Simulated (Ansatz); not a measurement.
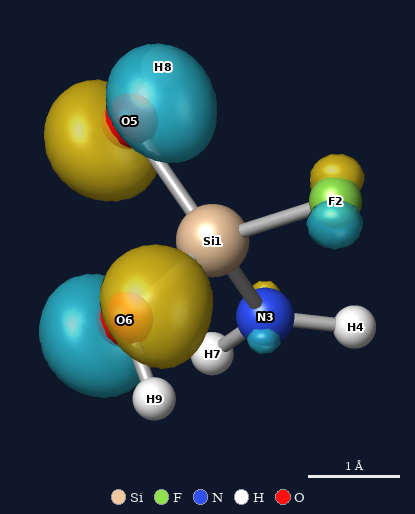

Figure 1: FH4NO2Si. The HOMO−1 at ±0.2 Å⁻³ᐟ² (yellow and cyan are the two phases), seen at an oblique angle.

These are results of RKS B3LYP-D4/def2-SVP in Ansatz, not measurements.

```xyz
9

Si   -0.1266   -0.0925    0.4045
F     1.0047   -0.0018    1.5680
N     0.7398    0.3175   -1.0077
H     1.7221    0.5631   -0.9866
O    -1.3962    0.8936    0.7600
O    -0.8174   -1.5865    0.3876
H     0.3327    0.3719   -1.9333
H    -1.2124    1.8385    0.7171
H    -0.2465   -2.3036    0.0902
```

Describe this orbital and give its energy.

Answer. By Hirshfeld shares it lies mainly on O6 (about 40 %) and O5 (about 40 %); largely a combination of lone pairs on O6 and O5. Its energy is −8.70 eV.
